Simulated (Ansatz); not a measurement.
## Cu(111) slab, 3 layers: the cell at rest

Aim: bring Cu(111) slab, 3 layers to small forces and stress, as phonons need.

Program: Ansatz 0.2.0. Level of theory: DFT PBEsol, scalar-relativistic, plane waves, PAW. Results are calculated unless marked as measured.

### 1. Set-up

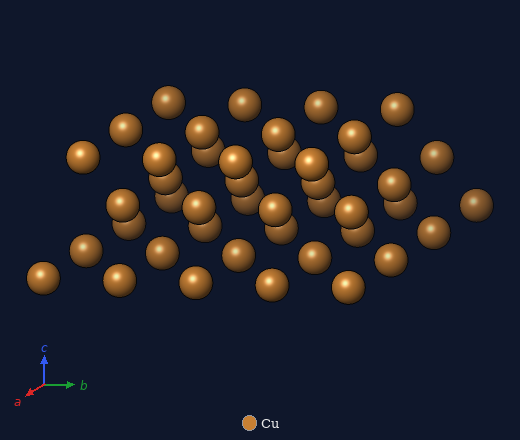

The cell as given, from a free direction (copper orange). 3×4×1 cells are drawn. Some periodic images of atoms are drawn too.

The cell holds 3 atoms: 3 Cu. Cell: a = 2.553 Å, b = 2.553 Å, c = 17.168 Å, α = 90.0°, β = 90.0°, γ = 120.0°. Vacuum lies along c.

### 2. Probe on a coarse mesh

A quick single point on a coarse mesh tells whether the cell has a gap and how far it is from rest, which sets the k mesh and smearing that follow.

The program solves this slab on a cell height of its own, 32.1 Å, in place of the one typed.

The input, input.yaml:

```yaml
crystal:
  lattice:
    - [2.55266, 0.0, 0.0]
    - [-1.27633, 2.21066, 0.0]
    - [0.0, 0.0, 17.16847]
  atoms:
    - { symbol: Cu, position: [0.0, 0.0, 0.378601] }
    - { symbol: Cu, position: [0.333333, 0.666667, 0.5] }
    - { symbol: Cu, position: [0.666667, 0.333333, 0.621399] }
  periodic: [true, true, false]
kpoints:
  mp_grid: { grid: [9, 9, 1] }
hamiltonian:
  xc: pbesol
scf:
  occupations: { method: gaussian, width: 0.1 }
output:
  forces: true
  stress: true
  eigenvalues: true
```

Started as:

```bash
$ ansatz run input.yaml --threads 8 --pin off --max-ram 14336MiB --backend cpu --events-out ev --progress --plain --runs-dir out
```

Numbers of over 12 decimals in the logs are rounded to 6 here.

The program printed:

```text
[...]
k-point 1: bands = [... 25 lower, -7.0669, -6.8604, -6.7815, -6.5535, -5.9108, -4.2625, -0.1980 (-0.2008°), 0.2330 (0.2045°), ... 2 higher]
  k-point 2: bands = [... 25 lower, -7.0382, -6.8096, -6.7250, -6.5485, -4.9869, -2.5970, 0.7975 (0.7961°), 1.3855 (1.3551°), ... 2 higher]
  k-point 11: bands = [... 25 lower, -6.6726, -6.6399, -1.3033, -1.3033, -0.9056, -0.2682, 1.0825, 1.0825, ... 2 higher]
  ° read free of the cell's end (the report's vacuum.weakly_bound_levels)
[key lines of the parts left out:]
SCF converged after 9 iterations
Free energy (F): -19765.106941 eV
Fermi energy:    -4.982340 eV
P = ½ c Tr σ = -7.6649 N/m
```

Elapsed: 0.88 s, on 8 threads of Arm Neoverse V2, shared host; peak memory 0.59 GiB; 5 s of CPU time.

This step gave:

| Item | Value |
| --- | --- |
| gap on the k-mesh | 0 eV |
| area per atom | 1.881 Å² |

The coarse mesh shows no gap.

### 3. Bringing the structure to rest

The cell and atoms are relaxed, since residual forces and stress would shift the frequencies.

The program solves this slab on a cell height of its own, 32.1 Å, in place of the one typed.

Edit input.yaml of step 2 so:

```diff
@@ -11,3 +11,3 @@
 kpoints:
-  mp_grid: { grid: [9, 9, 1] }
+  mp_grid: { grid: [15, 15, 1] }
 hamiltonian:
@@ -20 +20,10 @@
   eigenvalues: true
+  write_density: true
+  write_potential: true
+  elf: true
+  volumetric_format: npy
+relax:
+  adjacent_minimum: "off"
+  f_tol: 0.005
+  max_steps: 80
+  cell: { stress_2d_tol: 0.02 }
```

The program printed:

```text
[...]
Crystal: 3 atoms, lattice volume = 181.351 Å³
Basis set: ecut = 420 eV, 3617 PW (Γ), exchange–correlation on 36×36×432 points (8 copies of the dense FFT grid, shifted against one another)
Bands: 35, of which v1, the nominal top of the filled ones, is band 29 counted from 1 (28 counted from 0)
Symmetry: 12 space group operations
[...]
k-points: 27 of 225
[...]
SCF iter   1: F=—  HF=-19765.162880 eV  |F-HF|=—  |Δ(HF+E_count)|=         —  Δρ=8.54e-3  dr2=7.31e-2  ethr=1.77e-3  ⟨swp⟩=13.2  Hψ=6279  notcnv=0  defer=2
[...]
SCF iter  11: F=-19765.148244 eV  HF=-19765.148244 eV  |F-HF|=9.09e-11  |Δ(HF+E_count)|=  6.37e-10  Δρ=1.24e-7  dr2=2.86e-11  ethr=1.30e-12  ⟨swp⟩=9.4  Hψ=6725  notcnv=0
SCF 1 converged in 11 iterations: F = -19765.148244 eV  dr2 = 2.86e-11
[...]
relax step   1: F+E_penalty+E_count = -19765.14824360 eV  Δ(F+E_penalty+E_count) = +0.000e0 eV  max|allowed force component| = 3.123e-1 eV/Å  Δτ_max = 0.0000 Å  P = -7.521 N/m  Ω = 181.351 Å³  fix = [c, alpha, beta]  reactions: c -0.000 N/m  (11 SCF iters, dr2 threshold 1.00e-7 eV, accepted)
Crystal: 3 atoms, lattice volume = 176.369 Å³
Basis set: ecut = 420 eV, 3449 PW (Γ), exchange–correlation on 36×36×432 points (8 copies of the dense FFT grid, shifted against one another)
[...]
iter 1 solved again at ethr=7.45e-5 eV; its pass at ethr=3.10e-3 eV (dr2=4.25e-2 eV) is discarded
[...]
SCF iter  10: F=-19765.216164 eV  HF=-19765.216164 eV  |F-HF|=8.91e-10  |Δ(HF+E_count)|=   7.83e-9  Δρ=2.71e-7  dr2=1.07e-10  ethr=4.14e-12  ⟨swp⟩=11.0  Hψ=7390  notcnv=0
SCF 2 converged in 10 iterations: F = -19765.216164 eV  dr2 = 1.07e-10
relax step   2: F+E_penalty+E_count = -19765.21616352 eV  Δ(F+E_penalty+E_count) = -6.792e-2 eV  max|allowed force component| = 1.470e-1 eV/Å  Δτ_max = 0.0197 Å  P = -4.387 N/m  Ω = 176.369 Å³  energy of the carried Pulay correction = +6.865e-4 eV  fix = [c, alpha, beta]  reactions: c -0.000 N/m  (10 SCF iters, dr2 threshold 3.00e-7 eV, accepted)
Crystal: 3 atoms, lattice volume = 169.312 Å³
Basis set: ecut = 420 eV, 3197 PW (Γ), exchange–correlation on 36×36×432 points (8 copies of the dense FFT grid, shifted against one another)
[...]
SCF iter  10: F=-19765.243782 eV  HF=-19765.243782 eV  |F-HF|=2.97e-9  |Δ(HF+E_count)|=   7.07e-9  Δρ=7.87e-7  dr2=8.07e-10  ethr=1.98e-11  ⟨swp⟩=11.8  Hψ=7752  notcnv=0
SCF 3 converged in 10 iterations: F = -19765.243782 eV  dr2 = 8.07e-10
relax step   3: F+E_penalty+E_count = -19765.24378245 eV  Δ(F+E_penalty+E_count) = -2.762e-2 eV  max|allowed force component| = 3.034e-2 eV/Å  Δτ_max = 0.0094 Å  P = +0.941 N/m  Ω = 169.312 Å³  energy of the carried Pulay correction = +1.692e-3 eV  fix = [c, alpha, beta]  reactions: c +0.000 N/m  (10 SCF iters, dr2 threshold 3.00e-7 eV, accepted)
[...]
relax step   4: F+E_penalty+E_count = -19765.24430828 eV  Δ(F+E_penalty+E_count) = -5.258e-4 eV  max|allowed force component| = 1.302e-2 eV/Å  Δτ_max = 0.0020 Å  P = -0.473 N/m  Ω = 170.986 Å³  energy of the carried Pulay correction = +1.450e-3 eV  fix = [c, alpha, beta]  reactions: c -0.000 N/m  (7 SCF iters, dr2 threshold 3.00e-7 eV, accepted)
[...]
relax step   5: F+E_penalty+E_count = -19765.24466330 eV  Δ(F+E_penalty+E_count) = -3.550e-4 eV  max|allowed force component| = 8.567e-5 eV/Å  Δτ_max = 0.0004 Å  P = -0.009 N/m  Ω = 170.416 Å³  energy of the carried Pulay correction = +1.532e-3 eV  fix = [c, alpha, beta]  reactions: c -0.000 N/m  (7 SCF iters, dr2 threshold 2.78e-7 eV, accepted)
[...]
relax step   6: F+E_penalty+E_count = -19765.24271312 eV  Δ(F+E_penalty+E_count) = +1.950e-3 eV  max|allowed force component| = 7.301e-5 eV/Å  Δτ_max = 0.0000 Å  P = +0.026 N/m  Ω = 170.416 Å³  fix = [c, alpha, beta]  reactions: c +0.000 N/m  stress off target by 2.62e-2 N/m on what of the cell is left free  SCF on the basis re-selected at this cell (its energy is not comparable with the rows above)  (9 SCF iters)
[...]
relax step   7: F+E_penalty+E_count = -19765.24270830 eV  Δ(F+E_penalty+E_count) = +4.814e-6 eV  max|allowed force component| = 9.628e-6 eV/Å  Δτ_max = 0.0001 Å  P = -0.000 N/m  Ω = 170.452 Å³  energy of the carried Pulay correction = -5.703e-6 eV  fix = [c, alpha, beta]  reactions: c -0.000 N/m  (9 SCF iters, accepted)
[...]
SCF iter   9: F=-19765.242716 eV  HF=-19765.242716 eV  |F-HF|=1.49e-10  |Δ(HF+E_count)|=  4.00e-11  Δρ=2.91e-8  dr2=5.50e-13  ethr=1.00e-12  ⟨swp⟩=12.3  Hψ=6086  notcnv=0
SCF 8 converged in 9 iterations: F = -19765.242716 eV  dr2 = 5.50e-13
relax step   8: F+E_penalty+E_count = -19765.24271565 eV  Δ(F+E_penalty+E_count) = -7.344e-6 eV  max|allowed force component| = 1.021e-5 eV/Å  Δτ_max = 0.0000 Å  P = -0.000 N/m  Ω = 170.452 Å³  fix = [c, alpha, beta]  reactions: c -0.000 N/m  stress off target by 3.43e-4 N/m on what of the cell is left free  SCF on the basis re-selected at this cell (its energy is not comparable with the rows above)  (9 SCF iters)
basis re-selected at this cell: Δ(F+E_penalty+E_count) = -7.344e-6 eV, ΔP = -0.000 N/m vs the last step (what re-selecting the basis moved, of the pressure what is left beyond the Pulay correction that the steps carried, after the strain that the cell walked since its last selection, with what the two solves' SCF thresholds leave and, on support functions, any second-order correction that the steps lacked; it is no m [...]
SCF converged after 9 iterations
Free energy (F): -19765.242716 eV
[...]
Internal energy: -19765.240191 eV  (E = F + TS)
E sigma→0 (E₀):  -19765.241453 eV
Entropy (-TS):   -0.002525 eV (-0.842 meV/atom)
Fermi energy:    -4.930021 eV
[...]
--- Forces (eV/Å), atoms counted from 1 ---
  atom   1  Cu     0.00000000     0.00000000     0.00001021
  atom   2  Cu     0.00000000    -0.00000000     0.00000000
  atom   3  Cu    -0.00000000     0.00000000    -0.00001021
  max |Σ_I F_I| component: 1.68e-29 eV/Å
--- 2D stress c σ (N/m, compression-positive) ---
       -0.000343      -0.000000      -0.000000
       -0.000000      -0.000343      -0.000000
       -0.000000      -0.000000      -0.000000
  P = ½ c Tr σ = -0.0003 N/m
--- Band table (eV; the first three rows and the last of 27) ---
  k-point 0: bands = [... 25 lower, -6.7986, -6.7986, -6.6530, -6.5695, -6.5695, -5.3279, -0.5100 (-0.5138°), -0.1631 (-0.1888°), ... 2 higher]
  k-point 1: bands = [... 25 lower, -7.0559, -6.8019, -6.7955, -6.5691, -6.2826, -4.9162, -0.3828 (-0.3863°), -0.0152 (-0.0412°), ... 2 higher]
  k-point 2: bands = [... 25 lower, -7.1846, -6.9483, -6.8160, -6.5677, -5.7806, -4.0571, -0.0018 (-0.0044°), 0.4281 (0.4011°), ... 2 higher]
  k-point 26: bands = [... 25 lower, -6.7105, -6.6613, -0.9182, -0.9182, -0.4176, 0.1297, 1.6011, 1.6011, ... 2 higher]
  ° read free of the cell's end (the report's vacuum.weakly_bound_levels)
--- Relaxed structure (6 steps of the walk, 6 accepted, 2 SCFs on fresh bases) ---
  F+E_penalty+E_count = -19765.24271565 eV   max|allowed force component| = 1.021e-5 eV/Å   (the final SCF, on the basis selected at the relaxed cell)
  cell:  # Å, volume = 170.4515 Å³
    - [2.474759, 0.0, 0]
    - [-1.237379, 2.143204, 0]
    - [0, 0, 32.13694035812]
  atoms:
    - { symbol: Cu, position: [1.3813687919989631e-18, 0, 0.203115] }
    - { symbol: Cu, position: [0.333333, 0.666667, 0.267114] }
    - { symbol: Cu, position: [0.666667, 0.333333, 0.331113] }
```

The job ended after 15 s (8 threads; peak memory 0.69 GiB; 1.8 min of CPU time).

The steps of the relaxation:

| step | energy less that of the first step (eV) | largest force component (eV/Å) | volume (Å³) |
| --- | --- | --- | --- |
| 1 | 0.0000 | 0.3123 | 181.35 |
| 2 | -0.0679 | 0.1470 | 176.37 |
| 3 | -0.0955 | 0.0303 | 169.31 |
| 4 | -0.0961 | 0.0130 | 170.99 |
| 5 | -0.0964 | 0.0001 | 170.42 |
| 6* | -0.0945 | 0.0001 | 170.42 |
| 7 | -0.0945 | 0.0000 | 170.45 |
| 8* | -0.0945 | 0.0000 | 170.45 |

Relaxation steps marked * repeat the geometry before them on a plane-wave basis chosen anew for their cell, so energy and pressure can jump there.

Forces are held to the 12 operations that the run works with; a distortion that breaks them can't arise in this run.

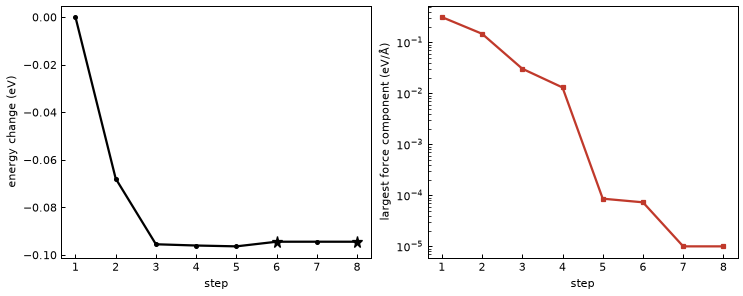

Energy and largest force along the relaxation. Stars mark steps on a basis chosen anew.

```
cell as run  before  after  change
      a (Å)   2.553  2.475  -3.1 %
      b (Å)   2.553  2.475  -3.1 %
```

The atoms that moved most (Å, along periodic axes as changes of fractional coordinates times the final cell, across vacuum about the mean position):

```csv
atom,dx,dy,dz,length
Cu3,0.000,0.000,-0.028,0.028
Cu1,0.000,0.000,0.028,0.028
```

The relaxed structure:

```cif
data_structure
_symmetry_space_group_name_H-M 'P 1'
_symmetry_Int_Tables_number 1
_cell_length_a 2.4748
_cell_length_b 2.4748
_cell_length_c 32.1369
_cell_angle_alpha 90.000
_cell_angle_beta 90.000
_cell_angle_gamma 120.000
_cell_volume 170.45
loop_
_atom_site_label
_atom_site_type_symbol
_atom_site_fract_x
_atom_site_fract_y
_atom_site_fract_z
_atom_site_occupancy
Cu1 Cu 0.00000 0.00000 0.20312 1
Cu2 Cu 0.33333 0.66667 0.26711 1
Cu3 Cu 0.66667 0.33333 0.33111 1
```

Numbers from this step:

```yaml
area_per_atom: 1.768 Å²
```

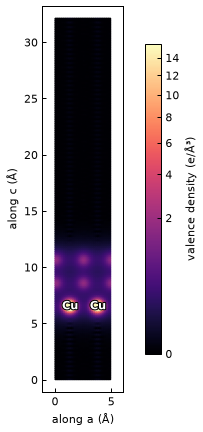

Valence density in the ac plane at fractional y = 0.000, with atoms of Cu within 0.2 Å of it. It is the smooth field of the valence electrons, not physical close to the nuclei. The map starts off the cell's origin, so that atoms lie inside it. The colour scale is stretched toward low values.

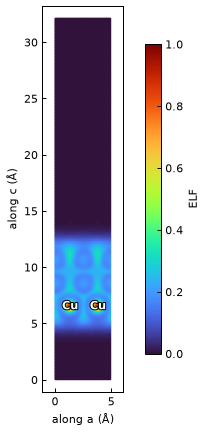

ELF in the ac plane at fractional y = 0.000, with atoms of Cu within 0.2 Å of it. It is the smooth field of the valence electrons, not physical close to the nuclei. The map starts off the cell's origin, so that atoms lie inside it.

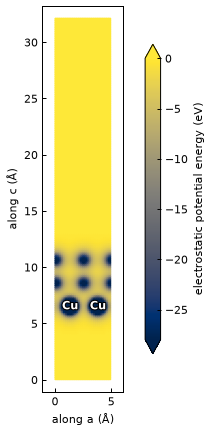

Electrostatic potential energy in the ac plane at fractional y = 0.000, with atoms of Cu within 0.2 Å of it. With pseudopotentials it is smooth inside the atoms' cores, unlike the true potential. The map starts off the cell's origin, so that atoms lie inside it.

### 4. Relaxing to small forces for the phonons

Phonons need a cell at rest on their own settings, so the relaxation is repeated with tight tolerances on forces and stress, using the mesh and the filling of the phonon run that follows.

input.yaml, the sections that differ from step 3:

```yaml
crystal:
  lattice:
    - [2.474758559, 0.0, 0.0]
    - [-1.2373792795, 2.1432037804, 0.0]
    - [0.0, 0.0, 32.1369403581]
  atoms:
    - { symbol: Cu, position: [0.0, 0.0, 0.2031153403] }
    - { symbol: Cu, position: [0.3333333333, 0.6666666667, 0.2671142587] }
    - { symbol: Cu, position: [0.6666666667, 0.3333333333, 0.331113177] }
  periodic: [true, true, false]
kpoints:
  mp_grid: { grid: [18, 18, 1] }
scf:
  occupations: { method: methfessel_paxton, width: 0.15 }
relax:
  adjacent_minimum: "off"
  f_tol: 0.001
  max_steps: 60
  cell: { stress_2d_tol: 0.002 }
# hamiltonian, output: as in step 3
```

The program printed:

```text
[...]
Crystal: 3 atoms, lattice volume = 170.452 Å³
Basis set: ecut = 420 eV, 3221 PW (Γ), exchange–correlation on 36×36×432 points (8 copies of the dense FFT grid, shifted against one another)
Bands: 35, of which v1, the nominal top of the filled ones, is band 29 counted from 1 (28 counted from 0)
Symmetry: 12 space group operations
[...]
k-points: 37 of 324
[...]
° read free of the cell's end (the report's vacuum.weakly_bound_levels)
--- Relaxed structure (5 steps of the walk, 5 accepted, 2 SCFs on fresh bases) ---
[...]
cell:  # Å, volume = 169.7615 Å³
    - [2.469745, 0.0, 0]
    - [-1.234872, 2.138862, 0]
    - [0, 0, 32.1369403581]
  atoms:
    - { symbol: Cu, position: [-2.891692058644649e-19, 0, 0.202814] }
    - { symbol: Cu, position: [0.333333, 0.666667, 0.267114] }
    - { symbol: Cu, position: [0.666667, 0.333333, 0.331414] }
[key lines of the parts left out:]
SCF converged after 11 iterations
Free energy (F): -19765.187236 eV
Fermi energy:    -4.990012 eV
P = ½ c Tr σ = 0.0000 N/m
```

It took 17 s on 8 threads; peak memory 0.73 GiB; 2.1 min of CPU time.

Relaxation path:

```
step  energy less that of the first step (eV)  largest force component (eV/Å)  volume (Å³)
   1                                   0.0000                          0.0285       170.45
   2                                  -0.0003                          0.0202       170.26
   3                                  -0.0006                          0.0008       169.72
   4                                  -0.0006                          0.0000       169.76
  5*                                  -0.0005                          0.0000       169.76
   6                                  -0.0005                          0.0000       169.76
  7*                                  -0.0005                          0.0000       169.76
```

Relaxation steps marked * repeat the geometry before them on a plane-wave basis chosen anew for their cell, so energy and pressure can jump there.

The run keeps the 12 symmetry operations that it works with, so distortions that break them were not tested.

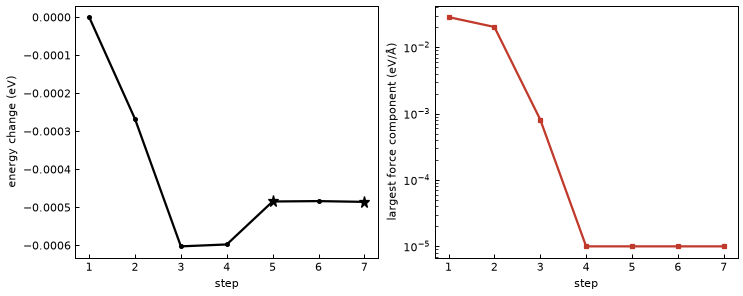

Energy and largest force along the relaxation. Stars mark steps on a basis chosen anew.

```csv
cell as run,before,after,change
a (Å),2.475,2.470,-0.2 %
b (Å),2.475,2.470,-0.2 %
```

Final coordinates:

```cif
data_structure
_symmetry_space_group_name_H-M 'P 1'
_symmetry_Int_Tables_number 1
_cell_length_a 2.4697
_cell_length_b 2.4697
_cell_length_c 32.1369
_cell_angle_alpha 90.000
_cell_angle_beta 90.000
_cell_angle_gamma 120.000
_cell_volume 169.76
loop_
_atom_site_label
_atom_site_type_symbol
_atom_site_fract_x
_atom_site_fract_y
_atom_site_fract_z
_atom_site_occupancy
Cu1 Cu 0.00000 0.00000 0.20281 1
Cu2 Cu 0.33333 0.66667 0.26711 1
Cu3 Cu 0.66667 0.33333 0.33141 1
```

Numbers from this step:

* area per atom: 1.761 Å²

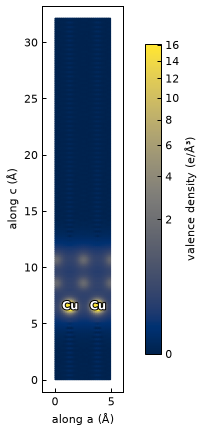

Valence density in the ac plane at fractional y = 0.000, with atoms of Cu within 0.2 Å of it. It is the smooth field of the valence electrons, not physical close to the nuclei. The map starts off the cell's origin, so that atoms lie inside it. The colour scale is stretched toward low values.

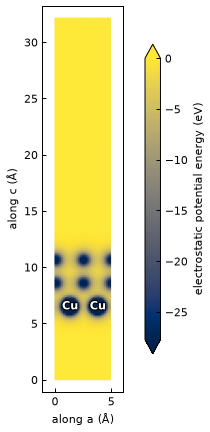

Electrostatic potential energy in the ac plane at fractional y = 0.000, with atoms of Cu within 0.2 Å of it. With pseudopotentials it is smooth inside the atoms' cores, unlike the true potential. The map starts off the cell's origin, so that atoms lie inside it.

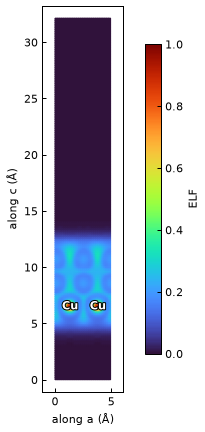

ELF in the ac plane at fractional y = 0.000, with atoms of Cu within 0.2 Å of it. It is the smooth field of the valence electrons, not physical close to the nuclei. The map starts off the cell's origin, so that atoms lie inside it.

The largest force component left is 0.0064 meV/Å, within the tolerances set.

### 5. Results

* space group after relaxation (within 0.01 Å): P-3m1
* lattice constant a: 2.470 Å
* lattice constant b: 2.470 Å
* area per atom: 1.76 Å²

In words: The largest force component left is 0.0064 meV/Å, within the tolerances set. The relaxation keeps the symmetry of its start, so it says nothing on stability against lower symmetry. The starting cell was built on a prototype and not taken from a measurement.

[Logs are printed without paths, hosts, clocks, repeated set-up lines and the standing remarks that a program may print on its own settings, such as how far it seeks lower states.]

[Hosts, paths, dates, database ids (printed as entryN), source tags and the programs' standing remarks are cut or masked in the printed files.]
